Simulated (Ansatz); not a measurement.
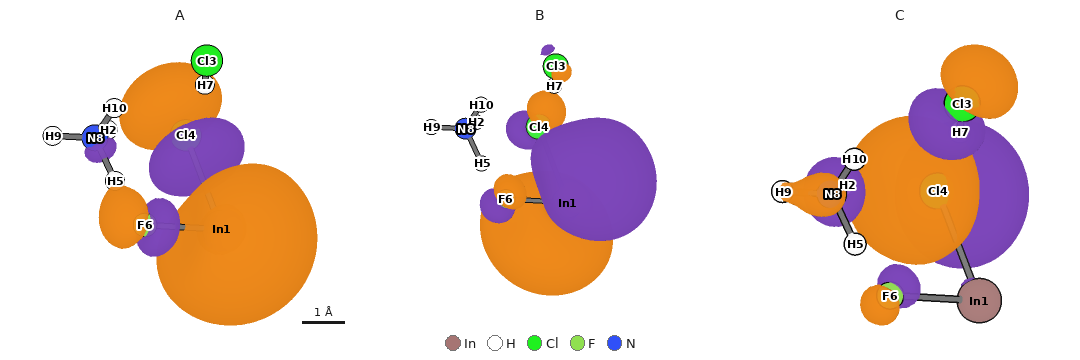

*ClFIn···NH4···HCl. Three frontier orbitals at ±0.06 Å⁻³ᐟ² (orange and purple are the two phases), in no order.*

Core potentials replace the inner electrons of In.

These are results of Ansatz, RKS B3LYP/def2-SVP, not measurements.

```yaml
atoms:
  - { symbol: In, position_ang: [2.7554, -0.1971, 0.6809] }
  - { symbol: H, position_ang: [-0.8403, 0.2876, 0.7583] }
  - { symbol: Cl, position_ang: [-0.4804, -2.1098, -1.4889] }
  - { symbol: Cl, position_ang: [0.4560, -1.3183, 1.6606] }
  - { symbol: H, position_ang: [0.2331, 1.2334, -0.2028] }
  - { symbol: F, position_ang: [1.5068, 1.3893, -0.2010] }
  - { symbol: H, position_ang: [-0.1125, -2.0137, -0.2067] }
  - { symbol: N, position_ang: [-0.8679, 0.8767, -0.0973] }
  - { symbol: H, position_ang: [-1.5669, 1.6179, -0.0319] }
  - { symbol: H, position_ang: [-1.0835, 0.2340, -0.8713] }
```

Order the three orbitals by energy and name them.

C is the HOMO−1 (−7.58 eV). It lies mainly on Cl4 (about 85 %); largely a lone pair of Cl4. A is the HOMO (−6.45 eV). Its weight (Hirshfeld) is mainly on In1 (about 60 %), Cl4 (about 30 %) and F6 (about 5 %). B is the LUMO (−1.35 eV). It lies mainly on In1 (about 90 %).

What is the HOMO–LUMO gap?

5.10 eV between the orbital energies.
